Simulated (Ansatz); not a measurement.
# BeCd (built on the sites of a database entry of BaZn): following an unstable mode, part 3 of 3

Which phase does BeCd (built on the sites of a database entry of BaZn) fall into along its unstable mode, and how much energy does it gain?

Ansatz 0.2.0; DFT PBEsol, scalar-relativistic, plane waves, PseudoDojo norm-conserving pseudopotentials.

So far. Step 5 (Energy along the mode, all amplitudes (two of the runs …): The lowest of the steps tried is at 0.32 Å, 13.3 meV/atom below the parent; the bottom of the well need not coincide with a step. Step 7 (The new phase in its own primitive cell): The largest force component left is 0.26 meV/Å and the pressure is 0.003 GPa, within the tolerances set. The cell now holds 14.57 Å³/atom. The relaxed cell has a, b, c = 4.034, 2.920, 4.948 Å (conventional setting).

The structure was built from a prototype and need not be the compound's stable phase.

## (8) Modes of the new phase, k-mesh 10×14×8

A relaxed structure may still be a saddle point, so its zone-centre modes are computed. No field response is asked, since the mesh shows no gap.

Input file input.yaml:

```yaml
crystal:
  lattice:
    - [4.0341220441, 0.0, 0.0]
    - [0.0, 2.9197657647, 0.0]
    - [0.0, 0.0, 4.9483847759]
  atoms:
    - { symbol: Be, position: [0.25, 0.0, 0.3642647507] }
    - { symbol: Be, position: [0.75, 0.0, 0.6357352493] }
    - { symbol: Cd, position: [0.25, 0.5, 0.7987551826] }
    - { symbol: Cd, position: [0.75, 0.5, 0.2012448174] }
kpoints:
  mp_grid: { grid: [10, 14, 8] }
hamiltonian:
  xc: pbesol
  pseudopotentials: { kind: nc, accuracy: standard }
scf:
  occupations: { method: methfessel_paxton, width: 0.2 }
output:
  eigenvalues: true
phonons:
  method: dfpt
```

Command:

```console
ansatz run input.yaml --threads 4 --pin off --max-ram 7168MiB --backend cpu --events-out ev --progress --plain --runs-dir out
```

Numbers of over 12 decimals in the logs are rounded to 6 here.

The log of the run:

```text
zone centre: on kpoints.mp_grid the ground state, and the responses unless they are solved on pairs of k-points, stand on 240 of the mesh's 1120 k-points, reduced under 4 symmetry operations, with k and −k counted as one. Each operation leaves every solved displacement unchanged or reverses it
[...]
Crystal: 4 atoms, lattice volume = 58.285 Å³
Basis set: ecut = 1387.780699 eV, 6831 PW (Γ), exchange–correlation on 100×72×128 points (8 copies of the dense FFT grid, shifted against one another)
Bands: 29, of which v1, the nominal top of the filled ones, is band 24 counted from 1 (23 counted from 0)
Symmetry: 8 space group operations
k-points: 240 of 1120 (irreducible under 4 space group operations, time reversal used)
[...]
SCF iter   1: F=—  HF=-10290.528247 eV  |F-HF|=—  |Δ(HF+E_count)|=         —  Δρ=5.91e-2  dr2=3.98e0  ethr=3.10e-3  ⟨swp⟩=6.7  Hψ=32267  notcnv=0
[...]
SCF iter  11: F=-10289.334434 eV  HF=-10289.334434 eV  |F-HF|=1.82e-12  |Δ(HF+E_count)|=  1.18e-10  S|Δr|=    0.00e0  Δρ=1.26e-7  dr2=4.63e-12  ethr=1.00e-12  ⟨swp⟩=9.7  Hψ=52387  notcnv=0
SCF 1 converged in 11 iterations: F = -10289.334434 eV  dr2 = 4.63e-12
DFPT response loops at Γ: preconditioner auto → Kerker (q_TF=auto, 2.641 Å⁻¹) (partly filled bands, converged f_vac=0.000); β = 1.00, the filter's whole step (`scf.mixing.beta` (0.50) is not read by the response loops under this deck's `scf.mixing.preconditioner`; to damp them name `kerker` or `kerker_dos`, under which they read `scf.mixing.beta`, and type it under 1.00, their step now; both keys bind the ground state too); Broyden in place of MSR1
SCF converged after 11 iterations
[...]
Free energy (F): -10289.334434 eV
[...]
Internal energy: -10289.335750 eV  (E = F + TS)
E sigma→0 (E₀):  -10289.334763 eV
Entropy (-TS):   0.001316 eV (0.329 meV/atom)
Fermi energy:    13.872781 eV
[...]
--- Band table (eV; the first three rows and the last of 240) ---
  k-point 0: bands = [... 20 lower, 4.9986, 9.7345, 10.3196, 11.1813, 15.4669, 17.1619, 18.0447, 18.8011, ... 1 higher]
  k-point 1: bands = [... 20 lower, 4.9413, 8.5573, 11.3237, 11.6412, 15.4945, 16.6572, 18.1381, 18.3868, ... 1 higher]
  k-point 2: bands = [... 20 lower, 4.7950, 7.2999, 11.7204, 13.3049, 15.5828, 15.6841, 17.8039, 18.3927, ... 1 higher]
  k-point 239: bands = [... 20 lower, 10.6810, 10.6810, 10.9078, 10.9078, 13.4629, 13.4629, 14.4797, 14.4797, ... 1 higher]
--- Phonons (Γ-DFPT): 6 representative perturbations + reference, on 240 of 1120 k-points (Σ response iterations 22) ---
  k mesh reduced under 4 symmetry operations, with k and −k counted as one. Each operation leaves every solved displacement unchanged or reverses it
  ASR residual: 4.609e-5 → 0.000e0 eV/Å²; symmetrization residual: 3.963e-6 eV/Å²
  ASR residual per site (eV/Å²): 3.07e-5 3.07e-5 4.61e-5 4.61e-5
  Γ frequencies (cm⁻¹): 0.00 0.00 0.00 62.35 116.37 132.53 266.83 286.02 323.68 328.22 362.01 425.39
  non-analytic LO–TO correction: not included (Born effective charges unavailable; polar crystals: no LO–TO splitting at Γ)
```

Elapsed: 10 min, on 4 threads of Arm Neoverse N1, shared host; peak memory 4.3 GiB.

This step gave:

| Property | Result |
| --- | --- |
| sum-rule residual before enforcement | 4.61e-5 eV/Å² |
| point group | mmm |
| highest optical mode at the zone centre (no LO-TO term) | 425.4 cm⁻¹ |
| lowest optical zone-centre mode | 62.35 cm⁻¹ |

Patterns of degenerate modes are one choice out of their space. The modes at Γ (shares of kinetic energy by element, %):

| mode | frequency (cm⁻¹) | symmetry | Be % | Cd % |
| --- | --- | --- | --- | --- |
| 1 | 0.0 | acoustic | 7 | 93 |
| 2 | 0.0 | acoustic | 7 | 93 |
| 3 | 0.0 | acoustic | 7 | 93 |
| 4 | 62.4 | B3g | 0 | 100 |
| 5 | 116.4 | B2g | 4 | 96 |
| 6 | 132.5 | Ag | 2 | 98 |
| 7 | 266.8 | B2u | 93 | 7 |
| 8 | 286.0 | B1u | 93 | 7 |
| 9 | 323.7 | B3u | 93 | 7 |
| 10 | 328.2 | B3g | 100 | 0 |
| 11 | 362.0 | Ag | 98 | 2 |
| 12 | 425.4 | B2g | 96 | 4 |

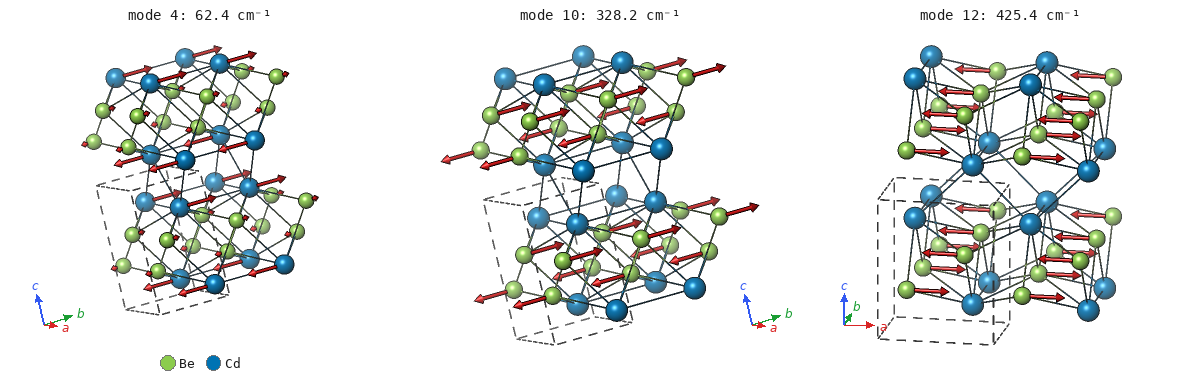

Displacement patterns of modes 4, 10 and 12 at Γ; arrows are exaggerated. 2×2×2 cells are drawn. Some periodic images of atoms are drawn too.

Before it was imposed, the acoustic sum rule was missed by 4.6e-5 eV/Å². Small misses are needed for a sound result but don't prove that mesh and cutoff are converged. The lowest optical mode is real, 62.4 cm⁻¹.

## (9) Summary of results

```json
{
 "unstable mode of the parent": "q = (0, -0.5, -0.5), 137i cm⁻¹",
 "depth at the lowest point sampled": "13.3 meV/atom",
 "largest atomic shift at that point": "0.32 Å",
 "space group reached (within 0.01 Å)": "Pmma",
 "energy gained over the parent (first relaxation, on the mesh of the frozen mode)": "93.1 meV/atom",
 "volume per atom, phase reached": "14.6 Å³",
 "lowest optical zone-centre mode, phase reached": "62.4 cm⁻¹",
 "highest optical mode at the zone centre (no LO-TO term), phase reached": "425 cm⁻¹"
}
```

**Reading.** Along this mode the structure falls into Pmma, 93.1 meV/atom below the parent. At the parent's cell the well is 13.33 meV/atom deep on the steps tried, with its lowest point at a shift of 0.32 Å. Relaxing atoms and cell changes the gain by +79.73 meV/atom against the lowest step (energies at zero smearing). Most of the total comes from this relaxation. The new phase has no imaginary mode at the zone centre of its cell; other wavevectors were not checked. Of the 2 patterns followed to their end from this parent, this one reaches the lowest energy. Each path keeps the symmetry of its pattern, so a lower phase may lie along a pattern not tried. The q mesh stands for a supercell only 6.1 Å across, so branches between the solved wavevectors are rough. With no gap, or one that is small against the smearing, the frequencies hang on the k mesh and the smearing, most of all near Kohn anomalies. The starting cell was built on a prototype and not taken from a measurement, so the phase need not exist.

[Logs are printed without paths, hosts, clocks, repeated set-up lines and the standing remarks that a program may print on its own settings, such as how far it seeks lower states.]

[Hosts, paths, dates, database ids (printed as entryN), source tags and the programs' standing remarks are cut or masked in the printed files.]
